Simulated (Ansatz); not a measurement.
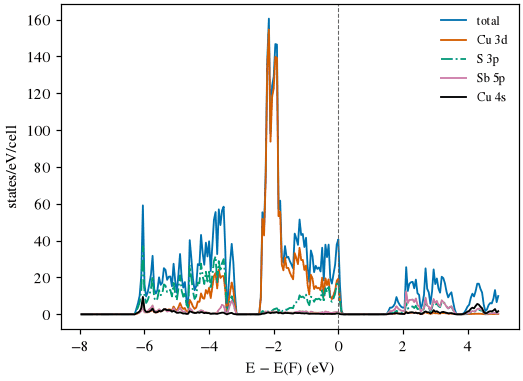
Total and projected density of states of Cu$_{12}$Sb$_{4}$S$_{13}$ in space group I-43m (No. 217; Pearson symbol cI58), the program Ansatz at the r²SCAN level (PAW)

Q: Which orbitals carry the states next to the Fermi level?

A: Within 0.5 eV of the Fermi level: Cu 3d 50 %, S 3p 40 %. Projections are on Löwdin-orthogonalised atomic valence shells; empty p or d shells of many metals are not among them.

Q: Where is the tallest occupied peak in this window, and what makes it?

A: Near -2.1 eV, about 160 states/eV per cell; the largest projected share is Cu 3d.

The first step of the workflow began from a Materials Project structure, measured or hypothetical; the Crystallography Open Database files this formula in space group No. 217, but the cells were not matched. Its standing as an ambient phase is unchecked. The r²SCAN relaxation kept the symmetry of its start; whether a distortion lowers the energy is not shown. No spin polarisation was allowed. Spin–orbit coupling is left out wherever it is not named.

Potentials: the later of the program's two PAW sets.
